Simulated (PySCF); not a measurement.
# SnCl2 (SMILES [Cl][Sn][Cl]): levels of theory compared

We compute a comparison of 3 runs (HF/def2-SVP, B3LYP/def2-SVPD, B2PLYP/def2-TZVP) of SnCl2. The job is set up through a Python script.

The calculation is run with PySCF 2.14.0.

## (1) The structure to begin with

The species is SnCl2 (3 atoms), meant as a singlet with charge 0. As SMILES, `[Cl][Sn][Cl]`. The coordinates come from a PBE0-D4/def2-TZVP relaxation.

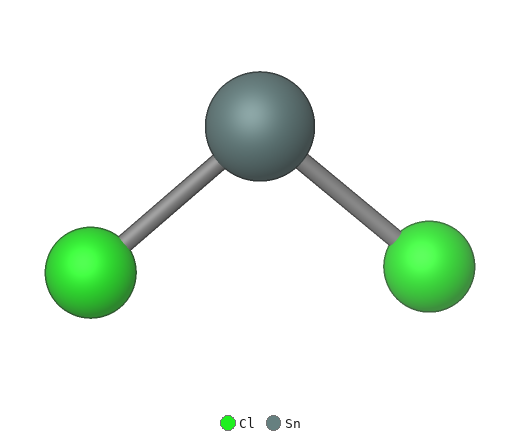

The structure, seen from a chosen angle (chlorine green, tin teal).

## (2) Energy and forces at HF/def2-SVP (core potential) (run 1)

The input, start.xyz:

```xyz
3

Cl     1.154200     1.220700     0.756000
Sn    -0.796900     0.518900    -0.376600
Cl    -0.368200    -1.804500    -0.392600
```

The input, calc.py:

```python
# [Cl][Sn][Cl]
import pyscf.grad
from pyscf import gto

mol = gto.M(
    atom='start.xyz',
    charge=0,
    basis='def2-svp',
    verbose=4,
    spin=0,
    ecp={'Sn': 'def2-svp'},
    max_memory=1860,
)

mf = mol.RHF()
mf.conv_tol = 1e-10
mf.kernel()
if not mf.converged:
    mf = mf.newton().run(mf.mo_coeff, mf.mo_occ)

etot = mf.e_tot
print(f'total energy: {etot:.8f} hartree')
grad = mf.Gradients().kernel()
dip = mf.dip_moment()
pop, q = mf.mulliken_pop()
```

The run is started by

```bash
$ OMP_NUM_THREADS=1 python calc.py
```

Log:

```text
PySCF version 2.14.0

[INPUT] num. atoms = 3
[INPUT] num. electrons = 56
[INPUT] charge = 0
[INPUT] spin (= nelec alpha-beta = 2S) = 0
[INPUT] symmetry False subgroup None
[INPUT] Mole.unit = angstrom
[INPUT] Symbol           X                Y                Z      unit          X                Y                Z       unit  Magmom
[INPUT]  1 Cl     1.154200000000   1.220700000000   0.756000000000 AA    2.181121892973   2.306788680257   1.428632950171 Bohr   0.0
[INPUT]  2 Sn    -0.796900000000   0.518900000000  -0.376600000000 AA   -1.505922748666   0.980578886037  -0.711670858511 Bohr   0.0
[INPUT]  3 Cl    -0.368200000000  -1.804500000000  -0.392600000000 AA   -0.695797159065  -3.410010791778  -0.741906476504 Bohr   0.0

[... 48 lines left out ...]
converged SCF energy = -1132.16945022878
total energy: -1132.16945023 hartree
[... 9 lines left out ...]
Dipole moment(X, Y, Z, Debye): -2.69355,  1.83554, -1.26380
[... 66 lines left out ...]
charge of    2Cl =     -0.42799
```

Run time: 2.8 s. Hardware: 1 thread of Arm Neoverse V2, shared host; peak memory 0.13 GiB.

## (3) Energy and forces at B3LYP/def2-SVPD (core potential) (run 2)

The input, job.py:

```python
from pyscf import gto, dft

mol = gto.M(
    atom='''
Cl     2.181122     2.306789     1.428633
Sn    -1.505923     0.980579    -0.711671
Cl    -0.695797    -3.410011    -0.741906
''',
    max_memory=1860,
    ecp={'Sn': 'def2-svp'},
    verbose=3,
    charge=0,
    unit='bohr',
    basis='def2-svpd',
)

mf = dft.RKS(mol)
mf.xc = 'b3lyp'
mf.grids.level = 5
mf.conv_tol = 1e-10
mf.kernel()
if not mf.converged:
    mf = mf.newton().run(mf.mo_coeff, mf.mo_occ)

e_final = mf.e_tot
print('E(%s) = %.9f' % ('B3LYP', e_final))
grad = mf.nuc_grad_method().kernel()
dip = mf.dip_moment()
pop, q = mf.mulliken_pop()
```

The run is started by

```bash
$ OMP_NUM_THREADS=1 python job.py
```

Log:

```text
converged SCF energy = -1134.63828519731
[... 7 lines left out ...]
Dipole moment(X, Y, Z, Debye): -2.58183,  1.75946, -1.21137
[... 90 lines left out ...]
charge of    2Cl =     -0.56002
```

Wall time 18 s (1 thread of Arm Neoverse V2, shared host); peak memory 0.83 GiB.

## (4) A single-point energy at B2PLYP/def2-TZVP (core potential) (run 3)

The input, run.py:

```python
from pyscf import gto, dft, mp

mol = gto.M(
    atom=[
    ('Cl', (1.154200, 1.220700, 0.756000)),
    ('Sn', (-0.796900, 0.518900, -0.376600)),
    ('Cl', (-0.368200, -1.804500, -0.392600)),
],
    verbose=4,
    spin=0,
    max_memory=1860,
    charge=0,
    ecp={'Sn': 'def2-svp'},
    basis='def2-tzvp',
)

mf = dft.RKS(mol, xc='0.53*HF + 0.47*B88, 0.73*LYP')
mf.conv_tol = 1e-10
mf.grids.level = 5
mf.kernel()
if not mf.converged:
    mf = mf.newton().run(mf.mo_coeff, mf.mo_occ)

pt = mp.MP2(mf, frozen=14).run()
etot = mf.e_tot + 0.27 * pt.e_corr
print('PT2 part  %.8f' % (0.27 * pt.e_corr))
print('Final energy', etot)
dip = mf.dip_moment()
pop, q = mf.mulliken_pop()
```

The run is started by

```bash
$ OMP_NUM_THREADS=1 python run.py
```

Log:

```text
PySCF version 2.14.0

[INPUT] num. atoms = 3
[INPUT] num. electrons = 56
[INPUT] charge = 0
[INPUT] spin (= nelec alpha-beta = 2S) = 0
[INPUT] symmetry False subgroup None
[INPUT] Mole.unit = angstrom
[INPUT] Symbol           X                Y                Z      unit          X                Y                Z       unit  Magmom
[INPUT]  1 Cl     1.154200000000   1.220700000000   0.756000000000 AA    2.181121892973   2.306788680257   1.428632950171 Bohr   0.0
[INPUT]  2 Sn    -0.796900000000   0.518900000000  -0.376600000000 AA   -1.505922748666   0.980578886037  -0.711670858511 Bohr   0.0
[INPUT]  3 Cl    -0.368200000000  -1.804500000000  -0.392600000000 AA   -0.695797159065  -3.410010791778  -0.741906476504 Bohr   0.0

[... 64 lines left out ...]
converged SCF energy = -1134.15999081222
[... 9 lines left out ...]
Final energy -1134.3790236948776
Dipole moment(X, Y, Z, Debye): -2.64146,  1.80004, -1.23935
[... 128 lines left out ...]
charge of    2Cl =     -0.41721
```

It took 19 s on 1 thread of Arm Neoverse V2, shared host; peak memory 0.7 GiB.

## (5) The series

```csv
run,level,integration grid,task,energy (Eh),dipole moment (D),HOMO energy (eV),LUMO energy (eV),wall time
1,HF/def2-SVP (core potential),–,gradient,-1132.169450,3.50,-10.11,-0.27,2.8 s
2,B3LYP/def2-SVPD (core potential),5,gradient,-1134.638285,3.35,-7.96,-3.43,18 s
3,B2PLYP/def2-TZVP (core potential),5,energy,-1134.379024,3.43,-8.88,-2.14,19 s
```

## (6) What came out

| quantity | value |
| --- | --- |
| run 3: total energy | -1134.37902 Eh |
| run 3: dipole moment (SCF part) | 3.43 D |
| run 3: HOMO energy (SCF part's orbitals) | -8.88 eV |
| run 3: LUMO energy (SCF part's orbitals) | -2.14 eV |
| run 3: HOMO–LUMO gap (SCF part's orbitals) | 6.74 eV |

In words: The dipole moment (its size) runs from 3.35 D (B3LYP/def2-SVPD) to 3.50 D (HF/def2-SVP). The two ends differ in method and basis. The HOMO–LUMO gap runs from 4.53 eV (B3LYP/def2-SVPD) to 9.83 eV (HF/def2-SVP). Totals of different functionals can't be ranked against each other. All runs together took 39 s, the longest 19 s.
